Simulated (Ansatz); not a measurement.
# CH₃Br: what the fields show

Input file:

```
crystal:
  periodic: [false, false, false]
  atoms:
    - {symbol: C, position_ang: [-0.106300, 0.123600, 0.088400]}
    - {symbol: Br, position_ang: [1.001100, -1.164400, -0.833200]}
    - {symbol: H, position_ang: [0.516500, 0.973700, 0.351300]}
    - {symbol: H, position_ang: [-0.506300, -0.354100, 0.978000]}
    - {symbol: H, position_ang: [-0.905000, 0.421200, -0.584500]}
basis:
  gaussian:
    orbitals: def2-SVP
hamiltonian:
  xc: hf
accuracy: high
output:
  forces: true
  orbitals: {seedname: orbitals}
```

Launched as:

```sh
ansatz run molecule.yaml --threads 1 --pin off --max-ram 2610MiB --events-out events.jsonl --progress --plain --runs-dir runs
```

Geometry: PBE0-D4/def2-TZVP.

Computed with Ansatz, isolated molecule in a Gaussian basis; Hartree-Fock.

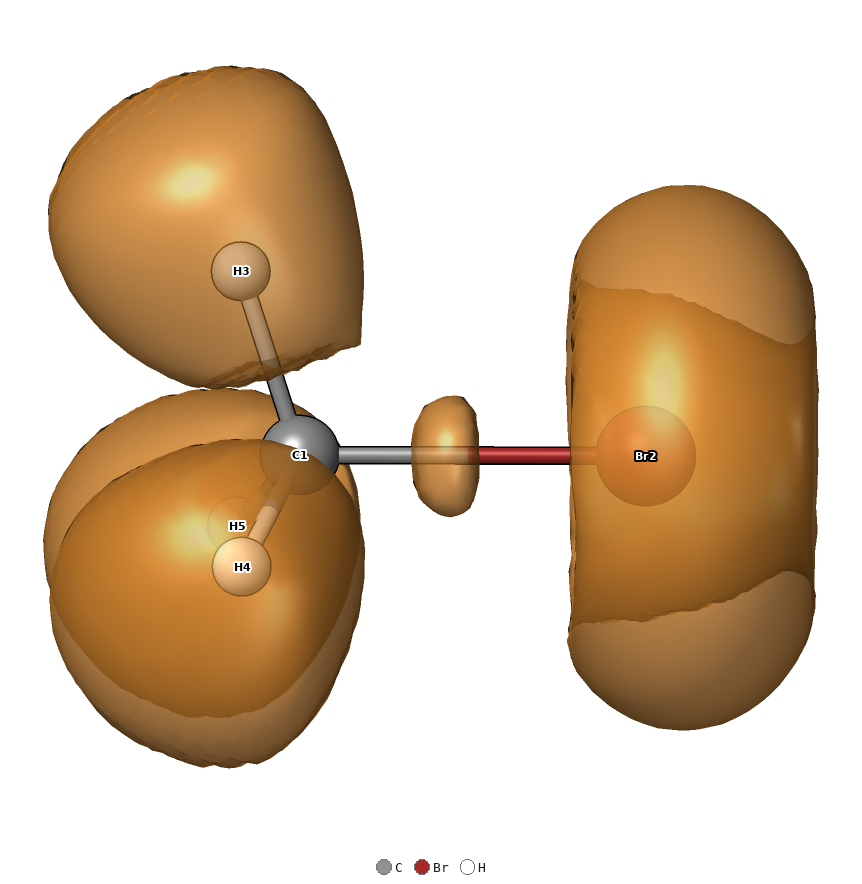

Figure 1. Isosurface of the electron localisation function at 0.8 (orange), seen at a tilt. Core shells and regions of very low density are left out.

**What do the ELF domains correspond to?**

At this value the surface marks out one region between bonded Br–C atoms (shared pairs), three regions around hydrogen nuclei and one ring or bowl of non-bonding electrons around Br.


C–Br (1.93 Å): the ELF peaks at about 0.90 between the atoms; a covalent bond. C–H (1.09 Å): the ELF climbs to about 1 towards the hydrogen, as it does in any bond to H (a covalent bond by its length).

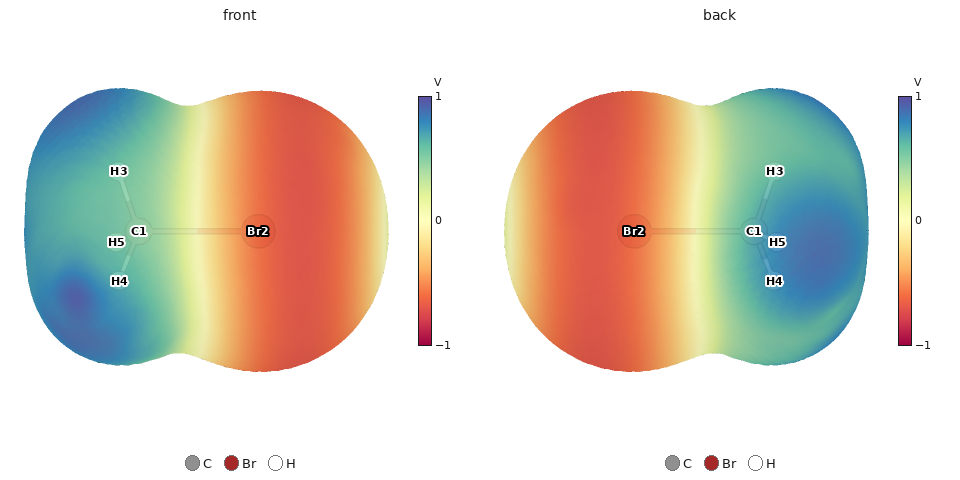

Figure 2. The electrostatic potential painted on the density surface at 0.001 e/bohr³, seen from the front and from behind; the colour scale runs from red (negative) to blue (positive).

**Describe the electrostatic potential map.**

The most negative region (about −0.7 V, or −16 kcal/mol for a unit charge) lies over Br2, the most positive (about +0.9 V, or +21 kcal/mol for a unit charge) over H3, H4 and H5. Br2 shows a σ-hole: about +0.1 V at the tip opposite its bond, against about −0.6 V, or −14 kcal/mol for a unit charge on its flanks.

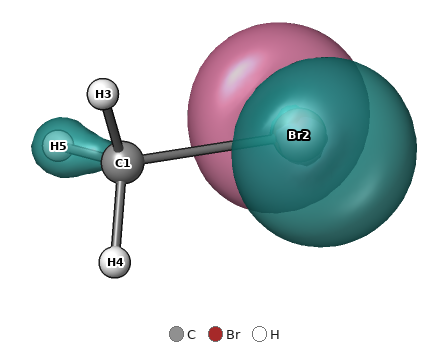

Figure 3. The HOMO at ±0.2 Å⁻³ᐟ² (teal and pink are the two phases), seen at a tilt.

**Where does this orbital lie, and at what energy?**

Its weight (Hirshfeld) is mainly on Br2 (about 90 %); largely a lone pair of Br2. It is one of a degenerate set, so its orientation is arbitrary. Its energy is −10.83 eV.
